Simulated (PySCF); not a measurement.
# C3H9F3Si2: electronic excitations

Wanted: the electronic excitations of C3H9F3Si2 (`CC[SiH2][SiH2]C(F)(F)F`), by calculation.

Computed with PySCF 2.14.0, with density-fitted response routines of our own, on a single molecule in the gas phase. Atoms count from 0, in the outputs and in this text.

### 1 Starting geometry

17 atoms, charge 0, multiplicity 1; geometry from: GFN2-xTB.

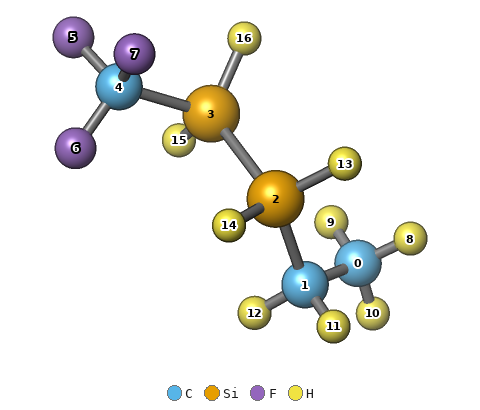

The starting geometry (carbon blue, silicon amber, fluorine purple, hydrogen yellow), atoms numbered.

### 2 TDDFT and polarisability: CAM-B3LYP/def2-SVPD

The job: settings as JSON, then the geometry in Å.

```
{"job": {"kind": "uv", "xc": "CAM-B3LYP", "basis": "def2-SVPD", "nstates": 8, "ntriplets": 3}, "charge": 0, "multiplicity": 1}
C     -2.517726     0.443974     0.523015
C     -1.724009    -0.855570     0.449947
Si    -0.275499    -0.769168    -0.788907
Si     1.173165     0.913668    -0.101503
C      2.951275     0.120147    -0.157457
F      3.939347     0.951796     0.221611
F      3.048154    -0.965128     0.644079
F      3.279087    -0.309909    -1.397577
H     -2.958406     0.677047    -0.443446
H     -1.879381     1.277100     0.813353
H     -3.323170     0.365287     1.250881
H     -2.399522    -1.664469     0.169494
H     -1.348813    -1.102137     1.444968
H     -0.824790    -0.471127    -2.121759
H      0.370127    -2.086919    -0.854504
H      1.126748     1.391184     1.285901
H      1.356416     2.096255    -0.948008
```

Level: TDDFT CAM-B3LYP/def2-SVPD, vertical, gas phase, core orbitals frozen in the response.

Command:

```sh
$ OMP_NUM_THREADS=1 python probes_run.py task.json out
```

One launch serves the whole session: the jobs run in the order shown.

The program printed:

```text
coarse grid: 15344 points
cycle   1  E = -997.3702686910  dE =  7.281e-01  |g| = 8.778e-01  |ddm| = 4.900e+00
cycle   2  E = -997.3142416369  dE =  5.603e-02  |g| = 1.122e+00  |ddm| = 1.524e+00
cycle   3  E = -997.5202899314  dE = -2.060e-01  |g| = 5.200e-02  |ddm| = 7.930e-01
cycle   4  E = -997.5208312752  dE = -5.413e-04  |g| = 2.527e-02  |ddm| = 1.097e-01
cycle   5  E = -997.5209739011  dE = -1.426e-04  |g| = 5.990e-03  |ddm| = 3.794e-02
cycle   6  E = -997.5209841680  dE = -1.027e-05  |g| = 1.364e-03  |ddm| = 1.081e-02
cycle   7  E = -997.5209847512  dE = -5.832e-07  |g| = 3.655e-04  |ddm| = 2.725e-03
final grid: 140640 points
cycle   8  E = -997.6541242210  dE = -3.133e-05  |g| = 4.801e-03  |ddm| = 5.025e-02
cycle   9  E = -997.6541234547  dE =  7.663e-07  |g| = 5.474e-03  |ddm| = 9.047e-03
cycle  10  E = -997.6541284001  dE = -4.945e-06  |g| = 3.054e-04  |ddm| = 3.851e-03
cycle  11  E = -997.6541284159  dE = -1.573e-08  |g| = 1.777e-04  |ddm| = 5.875e-04
cycle  12  E = -997.6541284234  dE = -7.551e-09  |g| = 2.376e-05  |ddm| = 2.344e-04
cycle  13  E = -997.6541284236  dE = -1.760e-10  |g| = 8.461e-06  |ddm| = 4.886e-05
converged SCF energy = -997.6541284236

Static polarisability (au): isotropic 94.957, principal 83.188 92.267 109.414

Singlet excitations
state   eV       nm        f      main configurations
  1   6.8963    179.8   0.03126   H->L 0.83
  2   7.3118    169.6   0.02484   H->L+1 0.75, H-1->L 0.14
  3   7.4579    166.2   0.03763   H-1->L 0.70, H->L+1 0.12, H->L 0.10
  4   7.8936    157.1   0.01675   H-1->L+1 0.47, H-2->L 0.23, H-3->L 0.10
  5   7.9810    155.3   0.00241   H-2->L 0.51, H-1->L+1 0.32
  6   8.2408    150.5   0.03053   H-3->L 0.25, H-2->L+1 0.20, H->L+2 0.18
  7   8.3520    148.4   0.10106   H->L+2 0.57, H-3->L 0.17, H-2->L 0.09
  8   8.3953    147.7   0.02055   H-3->L 0.28, H-3->L+1 0.14, H-4->L 0.13

Triplet excitations (Tamm-Dancoff, eV): 6.0073 6.5167 6.9877
```

It took 72 s on 1 thread of Arm Neoverse V1, shared host; peak memory 1.2 GiB.

The orbitals next to the gap, with their largest atomic shares:

```tsv
orbital	eV	atoms
HOMO−3	-11.30	Si2 24 %, H13 14 %, H14 13 %
HOMO−2	-10.95	Si3 21 %, C4 15 %, Si2 10 %
HOMO−1	-10.52	Si2 27 %, C1 17 %, Si3 12 %
HOMO	-9.95	Si2 24 %, C1 23 %, Si3 19 %
LUMO	0.15	Si3 29 %, Si2 23 %, H15 7 %
LUMO+1	0.69	Si3 28 %, Si2 27 %, H13 8 %
LUMO+2	1.11	Si3 30 %, H15 11 %, C0 10 %
```

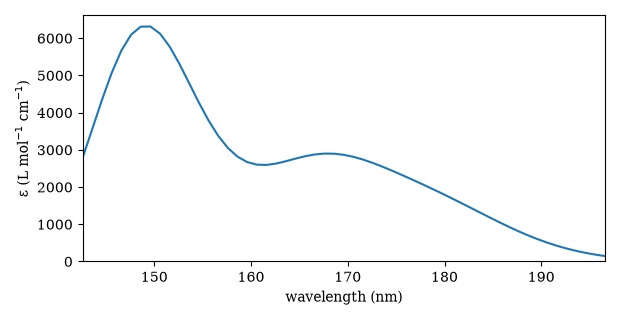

Absorption spectrum: each of the 8 states is a Gaussian band of 0.4 eV half-width at 1/e. Beyond the last state computed it falls off for lack of states.

Further results of this job:

```tsv
property	computed
dipole moment (D)	3.69
polarisability (Å³)	14.07
HOMO–LUMO gap (eV)	10.10
−ε(HOMO) (eV)	9.95
```

### 3 Summary of results

| quantity | value |
| --- | --- |
| lowest singlet (CAM-B3LYP/def2-SVPD) | 6.90 eV (180 nm), f = 0.031 |
| brightest single state of those computed | state 7, 8.35 eV, f = 0.101 |
| lowest triplet | 6.01 eV |

What this shows: The lowest singlet, at 6.90 eV, is HOMO→LUMO 0.83 and is weak; of the 8 states computed, the strongest absorption comes from state 7 at 8.35 eV. The lowest triplet lies 0.89 eV below the lowest singlet (triplets in Tamm-Dancoff, singlets in full TDDFT).
